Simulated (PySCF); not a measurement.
# One shape, several levels: C2H3F3 (SMILES FCC(F)F)

We compute a comparison of 5 runs (HF/STO-3G, HF/3-21G, wB97X/STO-3G, PBE0/def2-SVP, B3LYP/cc-pVTZ) of C2H3F3. 

The calculation is run with PySCF 2.14.0.

## Step 1: The molecule

C2H3F3 has 8 atoms, charge 0, and is taken as a singlet. As SMILES, `FCC(F)F`. The shape is that of a PBE0-D4/def2-TZVP optimisation. This is one conformer, not always the lowest.

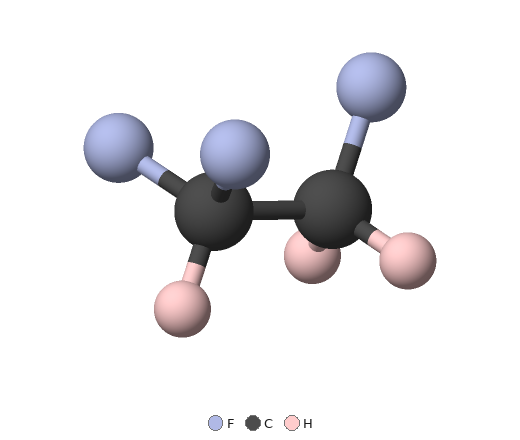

The structure, seen from a chosen angle (fluorine light blue, carbon dark grey, hydrogen pink).

## Step 2: Energy and gradient at HF/STO-3G (run 1)

Input file run.py:

```python
from pyscf import gto

molecule = gto.Mole()
molecule.atom = [
    ('F', (-0.985900, 1.458500, 0.050800)),
    ('C', (0.087900, 0.678700, 0.379800)),
    ('C', (-0.007400, -0.670200, -0.285700)),
    ('F', (-1.136200, -1.311100, 0.094600)),
    ('F', (-0.044700, -0.536600, -1.631300)),
    ('H', (0.112100, 0.539700, 1.464900)),
    ('H', (1.006200, 1.174300, 0.050700)),
    ('H', (0.852800, -1.298700, -0.023800)),
]
molecule.basis = 'sto-3g'
molecule.charge = 0
molecule.verbose = 4
molecule.max_memory = 1860
molecule.build()

mf = molecule.RHF()
mf.conv_tol = 1e-10
mf.kernel()
if not mf.converged:
    mf = mf.newton().run(mf.mo_coeff, mf.mo_occ)

etot = mf.e_tot
print('Final energy', etot)
grad = mf.nuc_grad_method().kernel()
dip = mf.dip_moment()
pop, q = mf.mulliken_pop()
```

Launch:

```
OMP_NUM_THREADS=1 python run.py
```

Standard output:

```text
PySCF version 2.14.0

[... 60 lines left out ...]
converged SCF energy = -370.65282935199
Final energy -370.65282935198957
[... 11 lines left out ...]
Dipole moment(X, Y, Z, Debye):  1.79505, -0.10098,  1.09009
[... 37 lines left out ...]
charge of    7H =      0.06182
```

It took 1.3 s on 1 thread of Intel Xeon at 2.70GHz, shared host; peak memory 0.12 GiB.

## Step 3: Energy and gradient at HF/3-21G (run 2)

Input file calc.py:

```python
import pyscf.grad
from pyscf import gto

molecule = gto.M(
    atom=[
    ('F', (-0.985900, 1.458500, 0.050800)),
    ('C', (0.087900, 0.678700, 0.379800)),
    ('C', (-0.007400, -0.670200, -0.285700)),
    ('F', (-1.136200, -1.311100, 0.094600)),
    ('F', (-0.044700, -0.536600, -1.631300)),
    ('H', (0.112100, 0.539700, 1.464900)),
    ('H', (1.006200, 1.174300, 0.050700)),
    ('H', (0.852800, -1.298700, -0.023800)),
],
    spin=0,
    max_memory=1860,
    basis='3-21g',
    verbose=4,
)

mf = molecule.RHF()
mf.conv_tol = 1e-10
mf.kernel()
if not mf.converged:
    mf = mf.newton().run(mf.mo_coeff, mf.mo_occ)

e_tot = mf.e_tot
print('Final energy', e_tot)
grad = mf.Gradients().kernel()
mf.analyze()
```

Launch:

```
OMP_NUM_THREADS=1 python calc.py
```

Standard output:

```text
PySCF version 2.14.0

[... 77 lines left out ...]
Nuclear Repulsion Energy =             194.036002100306831
[... 12 lines left out ...]
MO #7   energy= -1.59789354935208  occ= 2
[... 10 lines left out ...]
MO #18  energy= -0.614293567692473 occ= 2
[... 10 lines left out ...]
MO #29  energy= 0.917617063685702  occ= 0
[... 10 lines left out ...]
MO #40  energy= 2.23674084437419   occ= 0
[... 10 lines left out ...]
MO #51  energy= 4.36508170528992   occ= 0
[... 62 lines left out ...]
Dipole moment(X, Y, Z, Debye):  3.27565, -0.25328,  1.95821
```

It took 1.5 s on 1 thread of Intel Xeon at 2.70GHz, shared host; peak memory 0.13 GiB.

Runs 3 to 4 aren't shown in full; the table further down has their settings and results.

## Step 4: Energy and gradient at B3LYP/cc-pVTZ (run 5)

Input file calc.py:

```python
from pyscf import gto, dft

molecule = gto.Mole()
molecule.atom = [
    ('F', (-0.985900, 1.458500, 0.050800)),
    ('C', (0.087900, 0.678700, 0.379800)),
    ('C', (-0.007400, -0.670200, -0.285700)),
    ('F', (-1.136200, -1.311100, 0.094600)),
    ('F', (-0.044700, -0.536600, -1.631300)),
    ('H', (0.112100, 0.539700, 1.464900)),
    ('H', (1.006200, 1.174300, 0.050700)),
    ('H', (0.852800, -1.298700, -0.023800)),
]
molecule.basis = 'cc-pvtz'
molecule.spin = 0
molecule.charge = 0
molecule.verbose = 3
molecule.max_memory = 1860
molecule.build()

mf = dft.RKS(molecule, xc='b3lyp')
mf.grids.level = 5
mf.conv_tol = 1e-10
mf.kernel()
if not mf.converged:
    mf = mf.newton().run(mf.mo_coeff, mf.mo_occ)

e_tot = mf.e_tot
print('E = %.10f Eh' % e_tot)
grad = mf.nuc_grad_method().kernel()
mf.analyze()
```

Launch:

```
OMP_NUM_THREADS=1 python calc.py
```

Standard output:

```text
converged SCF energy = -377.682483752112
[... 41 lines left out ...]
MO #32  energy= 0.336060950937968  occ= 0
[... 31 lines left out ...]
MO #64  energy= 1.31241446454576   occ= 0
[... 31 lines left out ...]
MO #96  energy= 2.96735765635698   occ= 0
[... 31 lines left out ...]
MO #128 energy= 4.21483888213541   occ= 0
[... 31 lines left out ...]
MO #160 energy= 6.95228690318852   occ= 0
[... 31 lines left out ...]
MO #192 energy= 12.5648337878496   occ= 0
[... 9 lines left out ...]
Dipole moment(X, Y, Z, Debye):  2.55657, -0.16082,  1.54505
```

Wall time 2.3 min (1 thread of Intel Xeon at 2.70GHz, shared host); peak memory 2.9 GiB.

## Step 5: The series

| run | level | integration grid | energy (Eh) | dipole moment (D) | HOMO energy (eV) | LUMO energy (eV) | wall time |
| --- | --- | --- | --- | --- | --- | --- | --- |
| 1 | HF/STO-3G | – | -370.652829 | 2.10 | -10.39 | 14.26 | 1.3 s |
| 2 | HF/3-21G | – | -373.742938 | 3.82 | -13.76 | 6.80 | 1.5 s |
| 3 | wB97X/STO-3G | 5 | -372.175054 | 1.64 | -7.25 | 10.68 | 11 s |
| 4 | PBE0/def2-SVP | 5 | -376.866624 | 3.04 | -9.49 | 1.75 | 26 s |
| 5 | B3LYP/cc-pVTZ | 5 | -377.682484 | 2.99 | -9.40 | 0.80 | 2.3 min |

## Step 6: Summary of results

| quantity | value |
| --- | --- |
| run 5: total energy | -377.68248 Eh |
| run 5: dipole moment | 2.99 D |
| run 5: HOMO energy | -9.40 eV |
| run 5: LUMO energy | 0.80 eV |
| run 5: HOMO–LUMO gap | 10.20 eV |
| run 5: largest force on an atom | 0.419 eV/Å |

The dipole moment (its size) runs from 1.64 D (wB97X/STO-3G) to 3.82 D (HF/3-21G). The two ends differ in method and basis. The HOMO–LUMO gap runs from 10.20 eV (B3LYP/cc-pVTZ) to 24.65 eV (HF/STO-3G). Totals of different functionals can't be ranked against each other. In runs 1, 3 the basis is minimal, so the values are rough. All runs together took 3 min, the longest 2.3 min.
